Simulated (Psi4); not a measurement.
# S2F2 (Difluorodisulfane) at MN15/cc-pVTZ (sweep point 9)

Aim: the energy change on altering one bond length of S2F2 (Difluorodisulfane) at MN15/cc-pVTZ (sweep point 9), from 2 runs. 

Program for the calculation: Psi4 1.11.

### Step 1. The molecule

S2F2: 4 atoms, total charge 0, spin state singlet. As SMILES, `FSSF`. The shape is that of a PBE0-D4/def2-TZVP optimisation.

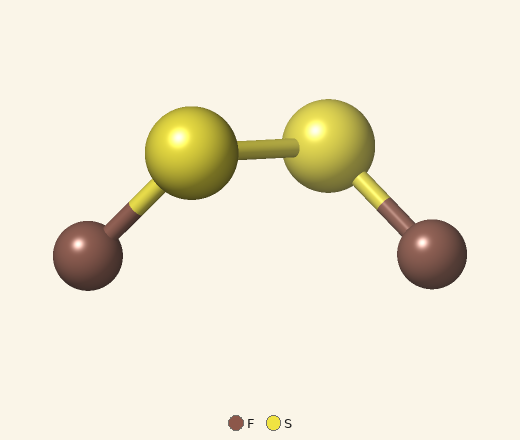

The structure, seen from a chosen angle (fluorine brown, sulfur yellow).

### Step 2. A single-point energy at MN15/cc-pVTZ (sweep point 9)

File calc.in:

```
memory 1.6 GB

molecule m {
  F     -1.783750    -0.199930    -0.621590
  S     -0.467670     0.764150    -0.632370
  S      1.044990    -0.276390    -0.184720
  F      1.206410    -0.287820     1.438680
  units angstrom
  symmetry c1
}

set {
  basis cc-pVTZ
  puream true
  scf_type pk
  dft_radial_points 99
  dft_spherical_points 590
}

E = energy('mn15')
```

Launch:

```sh
$ psi4 -n 1 calc.in calc.out
```

calc.out:

```text
[...]
  Running in c1 symmetry.
[...]
  Nuclear repulsion =  230.128319113788450
[...]
  Multiplicity = 1
[...]
  Nalpha       = 25
  Nbeta        = 25
[...]
    Number of basis functions: 128
[...]
   @RKS iter   1:  -995.68408751798688   -7.44618e-02   3.94150e-03 ADIIS/DIIS
[...]
   @RKS iter   8:  -995.75507088779636   -4.25131e-08   5.14750e-07 DIIS
[...]
    Orbital Energies [Eh]
    ---------------------
    Doubly Occupied:
       1A    -87.981740     2A    -87.981654     3A    -24.307217
       4A    -24.307216     5A     -7.827900     6A     -7.827827
       7A     -6.031523     8A     -6.031324     9A     -6.021092
      10A     -6.020542    11A     -6.011533    12A     -6.011532
      13A     -1.258461    14A     -1.253609    15A     -0.891612
      16A     -0.709463    17A     -0.596349    18A     -0.547533
      19A     -0.544892    20A     -0.519248    21A     -0.518782
      22A     -0.485972    23A     -0.401771    24A     -0.345866
      25A     -0.337461
[...]
  @RKS Final Energy:  -995.75507088779636
   => Energetics <=
    Nuclear Repulsion Energy =            230.1283191137884501
    One-Electron Energy =               -1836.0284337899638558
    Two-Electron Energy =                 651.1998967040480011
    DFT Exchange-Correlation Energy =     -41.0548529156689384
    Empirical Dispersion Energy =           0.0000000000000000
    VV10 Nonlocal Energy =                  0.0000000000000000
    Total Energy =                       -995.7550708877963643
[...]
 Multipole Moments:
 ------------------------------------------------------------------------------------
     Multipole            Electronic (a.u.)      Nuclear  (a.u.)        Total (a.u.)
 ------------------------------------------------------------------------------------
 L = 1.  Multiply by 2.5417464519 to convert [e a0] to [Debye]
 Dipole X            :         -0.3926511            0.6946095            0.3019584
 Dipole Y            :         -0.3317433            0.5868381            0.2550948
 Dipole Z            :          0.5557472           -0.9830746           -0.4273274
 Magnitude           :                                                    0.5821176
[...]
```

Wall time 57 s (1 thread of Intel Xeon Platinum 8259CL at 2.50GHz (Skylake/Cascade Lake), shared host); peak memory 1 GiB.

### Step 3. The distorted shape at the same level

File calc.in:

```
memory 1600 MB

molecule {
  0 1
  F     -2.836604    -0.971187    -0.612966
  S     -0.467670     0.764150    -0.632370
  S      1.044990    -0.276390    -0.184720
  F      1.206410    -0.287820     1.438680
  units angstrom
  symmetry c1
}

set basis cc-pVTZ
set puream true
set scf_type pk
set dft_radial_points 99
set dft_spherical_points 590

energy_value, wavefunction = energy("mn15", return_wfn=True)
```

Launch:

```sh
$ psi4 -i calc.in -o calc.out -n 1
```

calc.out:

```text
[...]
  Running in c1 symmetry.
[...]
  Nuclear repulsion =  199.515548946766842
[...]
  Multiplicity = 1
[...]
  Nalpha       = 25
  Nbeta        = 25
[...]
    Number of basis functions: 128
[...]
   @RKS iter   1:  -995.31626666406328   -1.83885e-01   6.43648e-03 DIIS/ADIIS
[...]
   @RKS iter  14:  -995.62414331164916   -3.21270e-08   6.25503e-07 DIIS
[...]
    Orbital Energies [Eh]
    ---------------------
    Doubly Occupied:
       1A    -88.069459     2A    -87.999952     3A    -24.366395
       4A    -24.164835     5A     -7.910918     6A     -7.848914
       7A     -6.113165     8A     -6.101816     9A     -6.099560
      10A     -6.048732    11A     -6.044744    12A     -6.033391
      13A     -1.311558    14A     -1.040376    15A     -0.943927
      16A     -0.742615    17A     -0.602626    18A     -0.583487
      19A     -0.583325    20A     -0.470345    21A     -0.448520
      22A     -0.399468    23A     -0.341603    24A     -0.340972
      25A     -0.317621
[...]
  @RKS Final Energy:  -995.62414331164916
   => Energetics <=
    Nuclear Repulsion Energy =            199.5155489467668417
    One-Electron Energy =               -1774.3152651564644202
    Two-Electron Energy =                 620.1326292885887597
    DFT Exchange-Correlation Energy =     -40.9570563905402878
    Empirical Dispersion Energy =           0.0000000000000000
    VV10 Nonlocal Energy =                  0.0000000000000000
    Total Energy =                       -995.6241433116491635
[...]
 Multipole Moments:
 ------------------------------------------------------------------------------------
     Multipole            Electronic (a.u.)      Nuclear  (a.u.)        Total (a.u.)
 ------------------------------------------------------------------------------------
 L = 1.  Multiply by 2.5417464519 to convert [e a0] to [Debye]
 Dipole X            :          1.1453399            1.3279754            2.4733153
 Dipole Y            :         -0.0856452            1.0508036            0.9651584
 Dipole Z            :          0.8224354           -0.9882625           -0.1658271
 Magnitude           :                                                    2.6601350
[...]
```

Wall time 72 s (1 thread of Intel Xeon Platinum 8259CL at 2.50GHz (Skylake/Cascade Lake), shared host); peak memory 1 GiB.

### Step 4. What came out

Level: MN15/cc-pVTZ (sweep point 9).

| quantity | value |
| --- | --- |
| first shape: total energy | -995.75507 Eh |
| first shape: dipole moment | 1.48 D |
| first shape: HOMO energy | -9.18 eV |
| first shape: LUMO energy | -0.75 eV |
| first shape: HOMO–LUMO gap | 8.43 eV |
| distorted shape: total energy | -995.62414 Eh |
| distorted shape: dipole moment | 6.76 D |
| distorted shape: HOMO energy | -8.64 eV |
| distorted shape: LUMO energy | -5.45 eV |
| distorted shape: HOMO–LUMO gap | 3.19 eV |
| energy change with the F1–S2 bond stretched from 1.631 to 2.937 Å | 3.563 eV |

What this shows: One bond (distorted shape) is far stretched, which a spin-restricted single reference describes badly; a broken-symmetry solution may lie lower. With the F1–S2 bond stretched from 1.631 to 2.937 Å the energy rises by 3.56 eV (82 kcal/mol). The first shape isn't relaxed at this level, so the change isn't measured from a minimum. A restricted reference can't describe the breaking bond well at this length.
